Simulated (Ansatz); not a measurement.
# BGeNH6 (SMILES B[NH][GeH3]) at B3LYP/6-31G(d) (Cartesian functions)

What is the energy change on altering one bond length of BGeNH6 at B3LYP/6-31G* (Cartesian functions)? 

Program for the calculation: Ansatz 0.2.0.

69 further runs of the same task are left out: 69 set aside as unsound or not needed.

**1. The molecule**

BGeNH6: 9 atoms, total charge 0, spin state singlet. SMILES: `B[NH][GeH3]`. The coordinates come from a PBE0-D4/def2-TZVP relaxation.

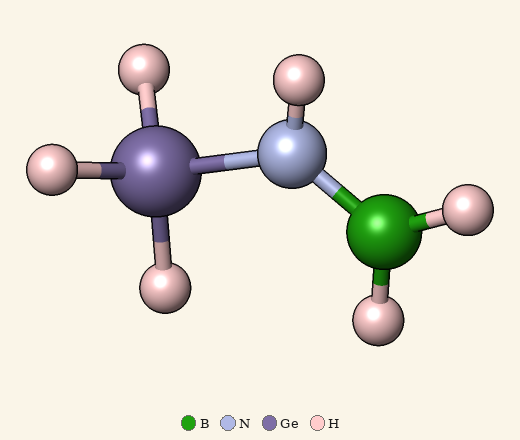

Viewed from a chosen angle; boron green, nitrogen light blue, germanium purple, hydrogen pink.

**2. The energy at B3LYP/6-31G(d) (Cartesian functions)**

in.yaml

```yaml
crystal:
  periodic: [false, false, false]
  atoms:
    - {symbol: B, position_ang: [-0.874000, 0.629500, -1.162900]}
    - {symbol: "N", position_ang: [-0.023300, 0.687100, -0.062700]}
    - {symbol: Ge, position_ang: [0.665200, -0.761400, 0.866600]}
    - {symbol: H, position_ang: [-1.217900, -0.440700, -1.581000]}
    - {symbol: H, position_ang: [-1.249100, 1.647000, -1.674800]}
    - {symbol: H, position_ang: [0.253900, 1.598400, 0.272500]}
    - {symbol: H, position_ang: [2.201600, -0.714800, 0.804900]}
    - {symbol: H, position_ang: [0.114900, -2.015200, 0.184600]}
    - {symbol: H, position_ang: [0.217300, -0.676000, 2.335700]}
basis:
  gaussian:
    orbitals: "6-31G*"
hamiltonian:
  xc: {name: B3LYP}
accuracy: high
output: {orbitals: {seedname: orbitals}}
```

Command:

```bash
ansatz run in.yaml --threads 1 --pin off --max-ram 3480MiB --events-out events.jsonl --progress --plain --runs-dir runs
```

The log of the run:

```text
Warning: RAYON_NUM_THREADS=1 ignored (pool sized by the plan → 1); use --threads N
Functional definition: B3LYP
  name "B3LYP"
  parameter a0 = 0.2
  parameter ax = 0.72
  parameter ac = 0.81
  exchange = (1 - a0 - ax)*slater_x + ax*b88_x + a0*exact_x
  correlation = (1 - ac)*vwn_rpa_c + ac*lyp_c
1670 factors; integrals over basis functions are off by at most 4.7e-9 eV
mean field evaluation 1: about -58771.1461 eV, gradient 5.3e1 eV
mean field evaluation 2: about -58759.7158 eV, gradient 8.6e1 eV
mean field evaluation 4: about -58776.6005 eV, gradient 3.7e0 eV
mean field evaluation 8: about -58776.7536 eV, gradient 2.3e-1 eV
mean field evaluation 16: about -58776.7538 eV, gradient 5.3e-6 eV
mean field -58776.75375707 eV, -2160.0058602576 hartree, gradient 2.4e-8 eV, S^2 0.000000; 0 other end points of the search recorded, 0 dependent functions left out
reference -58776.75379931 eV, -2160.0058618099 hartree; 25, 25 occupied and 52, 52 virtual orbitals, 1670 factors
Total energy: -58776.75379931 eV, -2160.0058618099 hartree
```

It took 5.7 s on 1 thread of Arm Neoverse V2, shared host; peak memory 0.24 GiB.

**3. The distorted shape**

run.yaml

```yaml
crystal:
  periodic: [false, false, false]
  atoms:
    - {symbol: B, position_ang: [-0.686444, 0.120733, -0.906941]}
    - {symbol: N, position_ang: [0.164256, 0.178333, 0.193259]}
    - {symbol: Ge, position_ang: [0.852756, -1.270167, 1.122559]}
    - {symbol: H, position_ang: [-1.030344, -0.949467, -1.325041]}
    - {symbol: H, position_ang: [-1.249100, 1.647000, -1.674800]}
    - {symbol: H, position_ang: [0.441456, 1.089633, 0.528459]}
    - {symbol: H, position_ang: [2.389156, -1.223567, 1.060859]}
    - {symbol: H, position_ang: [0.302456, -2.523967, 0.440559]}
    - {symbol: H, position_ang: [0.404856, -1.184767, 2.591659]}
basis:
  gaussian:
    orbitals: "6-31G*"
hamiltonian:
  xc: {name: B3LYP}
accuracy: high
output: {orbitals: {seedname: orbitals}}
```

Command:

```bash
ansatz run run.yaml --threads 1 --pin off --max-ram 3480MiB --events-out events.jsonl --progress --plain --runs-dir runs
```

The log of the run:

```text
Warning: RAYON_NUM_THREADS=1 ignored (pool sized by the plan → 1); use --threads N
[... 7 set-up lines as earlier in the session ...]
1672 factors; integrals over basis functions are off by at most 4.7e-9 eV
mean field evaluation 1: about -58769.5473 eV, gradient 5.3e1 eV
mean field evaluation 2: about -58757.5884 eV, gradient 8.7e1 eV
mean field evaluation 4: about -58774.8277 eV, gradient 4.0e0 eV
mean field evaluation 8: about -58774.9667 eV, gradient 1.5e-1 eV
mean field evaluation 16: about -58774.9667 eV, gradient 1.1e-5 eV
mean field -58774.96674961 eV, -2159.9401889448 hartree, gradient 4.6e-8 eV, S^2 0.000000; 0 other end points of the search recorded, 0 dependent functions left out
reference -58774.96679269 eV, -2159.9401905281 hartree; 25, 25 occupied and 52, 52 virtual orbitals, 1672 factors
Total energy: -58774.96679269 eV, -2159.9401905281 hartree
```

It took 5.7 s on 1 thread of Arm Neoverse V2, shared host; peak memory 0.25 GiB.

**4. What came out**

Level: B3LYP/6-31G* (Cartesian functions).

| quantity | value |
| --- | --- |
| first shape: total energy | -2160.00586 Eh |
| first shape: HOMO energy | -7.83 eV |
| first shape: LUMO energy | 0.33 eV |
| first shape: HOMO–LUMO gap | 8.17 eV |
| distorted shape: total energy | -2159.94019 Eh |
| distorted shape: HOMO energy | -7.06 eV |
| distorted shape: LUMO energy | 0.08 eV |
| distorted shape: HOMO–LUMO gap | 7.14 eV |
| energy change with the B1–H5 bond stretched from 1.199 to 1.799 Å | 1.787 eV |

What this shows: With the B1–H5 bond stretched from 1.199 to 1.799 Å the energy rises by 1.79 eV (172 kJ/mol). The first shape isn't relaxed at this level, so the change isn't measured from a minimum.
